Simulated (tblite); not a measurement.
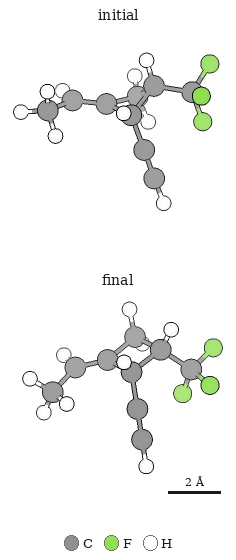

The structure of C9H9F3 before (top) and after (bottom) a relaxation, at one scale.

Style: ball-and-stick. Shown face on.

The calculation used GFN2-xTB geometry optimisation, gas phase (tblite 0.8.0). 

Question: Summarise the run.

Answer: After 124 geometry steps the energy has fallen by 1.043 eV. The atom that moves furthest after the best rigid fit is an H atom (1.78 Å). Largest moves by element: H 1.78 Å, F 1.37 Å, C 1.12 Å. Some distances before and after: C–F 1.384 → 1.342 Å, C–C 1.485 → 1.444 Å, C–H 1.129 → 1.090 Å, C–C 1.486 → 1.519 Å. Bond angles that change, for instance: C–C–C 106.9° → 116.1°, H–C–H 117.8° → 108.7°, C–C–C 83.0° → 89.9°. Groups turn about C–C by about 45°, C–C by about 45°, C–C by about 45°. The run took 1.1 s on 1 thread of AMD EPYC 9R45 96-Core Processor, with other jobs on the host.
